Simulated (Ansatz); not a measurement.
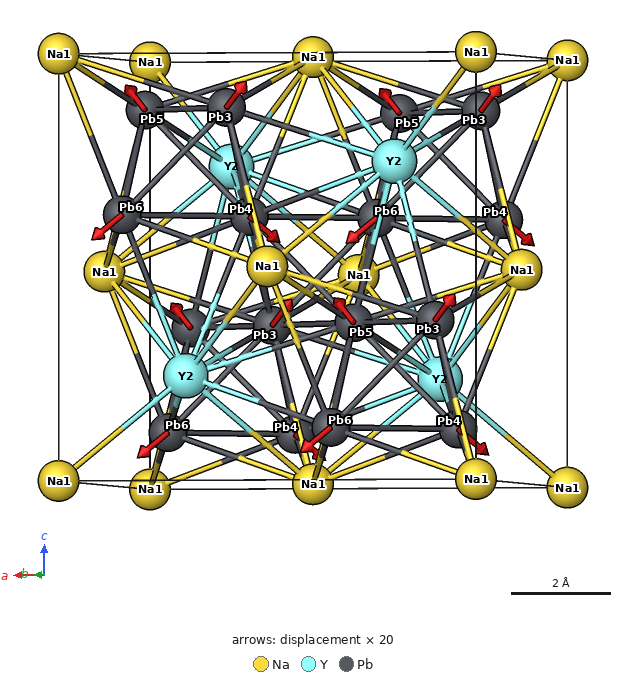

This is a relaxation of crystalline NaYPb₄ (built on the MgInCu4 type) (coarse preliminary run). The starting structure is drawn; red arrows show the displacements (the part carried along by the change of the cell is left out), magnified 20 times.

A ball-and-stick model of the conventional cell (4 times the calculation's cell), seen from a free direction. Lengths and directions refer to the drawn axes.

Case: MgInCu4 type (F-43m, No. 216).

Computed with Ansatz 0.2.0, DFT PBE, scalar-relativistic, plane waves, PAW. Set-up: plane-wave cutoff 420 eV; k-point mesh 4 × 4 × 4; occupations gaussian; smearing width 0.1 eV; no spin polarisation; cell and atoms relaxed; force threshold 0.04 eV/Å; at most 70 steps.

Which element moves most?

Lead: up to 0.046 Å, against 0.000 Å for yttrium.

What did the optimiser do to the structure, and how much energy did it gain?

After 3 accepted moves (4 points after the start) the energy has fallen by 1.023 eV per cell of the calculation. The largest force component goes from 0.23 to 0.0015 eV/Å. Pressure: 10.38 GPa at the start and 0.06 GPa at the end. At 1 point the geometry stayed and the basis and grid were re-selected for the new cell (energy shift of 3.5 meV per cell of the calculation at most each time). The largest moves relative to the cell, 0.046 Å, are those of Pb3, Pb4, Pb5 and Pb6. Pb5 goes along [1 −1 1]. Y and Na stay in place. The volume changes by +22.3 %, with a = b = c 8.641 → 9.240 Å (+6.9 %). Some distances before and after: Pb3–Pb4 3.055 → 3.342 Å, Na1–Y2 3.742 → 4.001 Å, Na1–Pb3 3.583 → 3.839 Å, Y2–Pb3 3.583 → 3.823 Å. The space group stays F-43m (No. 216). The run took 31 s on 1 thread of Arm Neoverse V1, with other jobs on the host, peak memory 0.42 GiB.
